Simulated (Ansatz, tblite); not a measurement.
**In(py)Cl3 (C₅H₅Cl₃InN): spin-state energies by level**

Is the singlet the ground state of In(py)Cl3 (C₅H₅Cl₃InN)? Other spin states are computed and compared level by level.

The runs use Ansatz 0.2.0, Gaussian basis; as each input shows.

Plan: triplet, at the geometry of the singlet (GFN1-xTB, GFN2-xTB, PBE0-D4/def2-TZVP, PBE-D4/def2-TZVP, r2SCAN-D4/def2-TZVP); the singlet's energies come from earlier runs.

3 further runs of the same task are left out: 3 set aside as unsound or not needed.

**1. The geometry**

The geometry is that of the singlet, from an earlier relaxation (PBE-D4/def2-SVP).

15 atoms, charge 0, spin multiplicity 1.

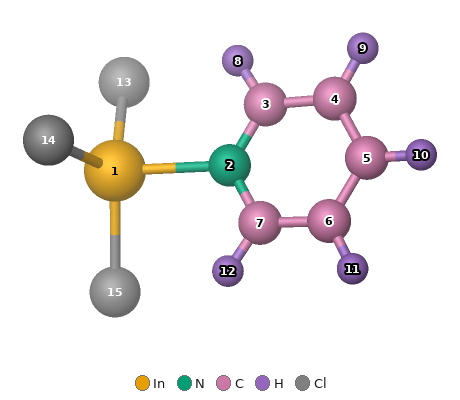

The geometry (indium amber, nitrogen teal, carbon pink, hydrogen purple, chlorine grey); atoms are numbered from 1 in the order of the file.

Geometry (Å):

```
atom     x (Å)     y (Å)     z (Å)
 In1  -0.01149   0.03025  -2.76959
  N2   0.00930  -0.01418  -0.47159
  C3   1.03844   0.54067   0.20083
  C4   1.06326   0.57142   1.59911
  C5  -0.00746   0.00484   2.30654
  C6  -1.06336  -0.58301   1.59424
  C7  -1.01887  -0.57649   0.19613
  H8   1.85684   0.94371  -0.41858
  H9   1.91551   1.03094   2.11942
 H10  -0.01593   0.01557   3.40705
 H11  -1.91490  -1.04820   2.11075
 H12  -1.80040  -1.04263  -0.42647
Cl13   2.34799   0.03791  -3.07134
Cl14  -1.12680   2.05186  -3.29772
Cl15  -1.27213  -1.96268  -3.07876
```

In takes a core potential in the def2 sets. No spin-orbit coupling is included.

**2. Triplet at the fixed geometry, GFN1-xTB**

Tight binding, by tblite at 300 K electronic temperature and without a spin-polarisation term:

```python
tblite.interface.Calculator('GFN1-xTB', numbers, positions, charge=0, uhf=2).singlepoint()
```

Energy -835.7475 eV; 0.017 s.

**3. Triplet at the fixed geometry, GFN2-xTB**

Tight binding, by tblite at 300 K electronic temperature and without a spin-polarisation term:

```python
tblite.interface.Calculator('GFN2-xTB', numbers, positions, charge=0, uhf=2).singlepoint()
```

Energy -845.7367 eV; 0.02 s.

**4. Triplet at the fixed geometry, PBE0-D4/def2-TZVP**

Contents of in.yaml:

```yaml
crystal:
  periodic: [false, false, false]
  atoms:
    - {symbol: In, position_ang: [-0.011485, 0.030254, -2.769590]}
    - {symbol: N, position_ang: [0.009299, -0.014183, -0.471593]}
    - {symbol: C, position_ang: [1.038442, 0.540674, 0.200826]}
    - {symbol: C, position_ang: [1.063263, 0.571418, 1.599109]}
    - {symbol: C, position_ang: [-0.007463, 0.004837, 2.306544]}
    - {symbol: C, position_ang: [-1.063363, -0.583010, 1.594240]}
    - {symbol: C, position_ang: [-1.018867, -0.576485, 0.196131]}
    - {symbol: H, position_ang: [1.856839, 0.943712, -0.418582]}
    - {symbol: H, position_ang: [1.915514, 1.030944, 2.119416]}
    - {symbol: H, position_ang: [-0.015932, 0.015572, 3.407053]}
    - {symbol: H, position_ang: [-1.914896, -1.048201, 2.110746]}
    - {symbol: H, position_ang: [-1.800396, -1.042627, -0.426474]}
    - {symbol: Cl, position_ang: [2.347987, 0.037913, -3.071343]}
    - {symbol: Cl, position_ang: [-1.126799, 2.051859, -3.297717]}
    - {symbol: Cl, position_ang: [-1.272133, -1.962677, -3.078756]}
basis:
  gaussian: {orbitals: def2-TZVP}
magnetization: {spin_polarized: true, initial_magnetization: 2}
hamiltonian: {xc: pbe0, dispersion: d4}
scf: {omitted_lower_state_checks: [starts]}
output: {orbitals: {seedname: orbitals}}
```

Run with:

```sh
ansatz run in.yaml --threads 4 --pin off --events-out ev --progress --plain --max-ram 6963MiB
```

The log of the run:

```text
Functional definition: PBE0
  name "PBE0"
  cite "Adamo & Barone, J. Chem. Phys. 110, 6158 (1999) doi:10.1063/1.478522"
  cite "Perdew, Burke & Ernzerhof, Phys. Rev. Lett. 77, 3865 (1996) doi:10.1103/PhysRevLett.77.3865"
  parent pbe
  parameter a = 0.25
  parameter kappa = 0.804
  parameter beta = 0.06672455060314922
  exchange = (1 - a)*pbe_x(kappa = kappa, mu = beta*pi^2/3) + a*exact_x
  correlation = pbe_c(beta = beta)
these checks for a lower state are left out or cut short: starts
2560 factors; their error is unknown
the host lacks memory for fits, so the integrals are decomposed
2557 factors; integrals over basis functions are off by at most 1.1e-3 eV
mean field evaluation 1: about -49467.1033 eV, gradient 5.1e1 eV
mean field evaluation 2: about -49378.0496 eV, gradient 1.3e2 eV
mean field evaluation 4: about -49473.4838 eV, gradient 3.0e1 eV
mean field evaluation 8: about -49482.2868 eV, gradient 1.7e0 eV
mean field evaluation 16: about -49482.3836 eV, gradient 3.5e-2 eV
mean field evaluation 32: about -49482.4232 eV, gradient 6.2e-5 eV
mean field -49482.42320969 eV, -1818.4455125649 hartree, gradient 7.9e-6 eV, S^2 2.021250; 0 other end points of the search recorded, 0 dependent functions left out
reference -49482.42325886 eV, -1818.4455143719 hartree; 58, 56 occupied and 319, 321 virtual orbitals, 2557 factors
Total energy: -49482.92840673 eV, -1818.4640782138 hartree
Checks for a lower state left out: starts
```

It took 54 s on 4 threads of Arm Neoverse V2, shared host; peak memory 2.3 GiB.

Report: HOMO -4.89 eV, LUMO -6.64 eV (over both spins; with the spin held, an empty level of the minority spin lies below the top filled one); ⟨S²⟩ 2.021 (pure: 2.00).

**5. Triplet at the fixed geometry, PBE-D4/def2-TZVP**

start.molden holds the orbitals of an earlier run on this state, given as this run's starting guess.

Edit in.yaml of step 4 so:

```diff
@@ -19,5 +19,5 @@
 basis:
-  gaussian: {orbitals: def2-TZVP}
+  gaussian: {orbitals: def2-TZVP, initial_orbitals: start.molden}
 magnetization: {spin_polarized: true, initial_magnetization: 2}
-hamiltonian: {xc: pbe0, dispersion: d4}
+hamiltonian: {xc: pbe, dispersion: d4}
 scf: {omitted_lower_state_checks: [starts]}
```

The command is unchanged.

The log of the run:

```text
Functional definition: PBE
  name "PBE"
  cite "Perdew, Burke & Ernzerhof, Phys. Rev. Lett. 77, 3865 (1996) doi:10.1103/PhysRevLett.77.3865"
  parent pbe
  parameter kappa = 0.804
  parameter beta = 0.06672455060314922
  exchange = pbe_x(kappa = kappa, mu = beta*pi^2/3)
  correlation = pbe_c(beta = beta)
these checks for a lower state are left out or cut short: starts
2431 factors; their error is unknown
mean field evaluation 1: about -49478.6833 eV, gradient 1.2e1 eV
mean field evaluation 2: about -49478.9571 eV, gradient 4.7e-1 eV
mean field evaluation 4: about -49479.0016 eV, gradient 7.0e-1 eV
mean field evaluation 8: about -49478.9559 eV, gradient 1.1e-1 eV
mean field evaluation 16: about -49478.9560 eV, gradient 7.6e-4 eV
mean field -49478.95599280 eV, -1818.3180946944 hartree, gradient 2.4e-6 eV, S^2 2.005922; 0 other end points of the search recorded, 0 dependent functions left out
reference -49478.95605988 eV, -1818.3180971598 hartree; 58, 56 occupied and 319, 321 virtual orbitals, 2431 factors
Total energy: -49479.53545424 eV, -1818.3393895098 hartree
Checks for a lower state left out: starts
```

Run time: 55 s. Hardware: 4 threads of Arm Neoverse V2, shared host; peak memory 2.2 GiB.

Report: HOMO -3.39 eV, LUMO -7.29 eV (over both spins; with the spin held, an empty level of the minority spin lies below the top filled one); ⟨S²⟩ 2.006 (pure: 2.00).

**6. Triplet at the fixed geometry, r2SCAN-D4/def2-TZVP**

Edit in.yaml of step 5 so:

```diff
@@ -21,3 +21,3 @@
 magnetization: {spin_polarized: true, initial_magnetization: 2}
-hamiltonian: {xc: pbe, dispersion: d4}
+hamiltonian: {xc: r2scan, dispersion: d4}
 scf: {omitted_lower_state_checks: [starts]}
```

The command is unchanged.

The log of the run, cut to the lines that bear on the results:

```text
Functional definition: r2SCAN
  name "r2SCAN"
  cite "Furness, Kaplan, Ning, Perdew & Sun, J. Phys. Chem. Lett. 11, 8208 (2020) doi:10.1021/acs.jpclett.0c02405"
  cite "Furness, Kaplan, Ning, Perdew & Sun, J. Phys. Chem. Lett. 11, 9248 (2020) doi:10.1021/acs.jpclett.0c03077"
  parent r2scan
[...]
2431 factors; their error is unknown
[...]
mean field -49498.65677452 eV, -1819.0420850691 hartree, gradient 2.6e-6 eV, S^2 2.029489; 0 other end points of the search recorded, 0 dependent functions left out
reference -49498.65679825 eV, -1819.0420859411 hartree; 58, 56 occupied and 319, 321 virtual orbitals, 2431 factors
Total energy: -49498.81412368 eV, -1819.0478675441 hartree
Checks for a lower state left out: starts
```

It took 50 s on 4 threads of Arm Neoverse V2, shared host; peak memory 1.2 GiB.

Report: HOMO -4.04 eV, LUMO -7.24 eV (over both spins; with the spin held, an empty level of the minority spin lies below the top filled one); ⟨S²⟩ 2.029 (pure: 2.00).

**7. Triplet less singlet, vertical**

The singlet's energies are those of its earlier runs, whose logs aren't repeated here.

```
              level  triplet less singlet, vertical (eV)     time
           GFN1-xTB                               +3.948   0.03 s
           GFN2-xTB                               +3.500  0.033 s
   PBE-D4/def2-TZVP                               +4.158     63 s
r2SCAN-D4/def2-TZVP                               +4.084     70 s
  PBE0-D4/def2-TZVP                               +4.186     72 s
```

Times add the two runs; a level without a time comes out of a correlated run. Tight binding without a spin term can't rank spin states.

**8. Results**

```
                                                quantity                                      value
triplet less singlet, vertical, functionals in def2-TZVP  +4.084 (r2SCAN-D4) to +4.186 eV (PBE0-D4)
```

What this shows: All functionals put the triplet above the singlet, over a spread of 0.102 eV. The checks for a lower triplet were left out, so another state of that spin may lie lower. These are electronic energies, without zero-point motion, entropy or surroundings.
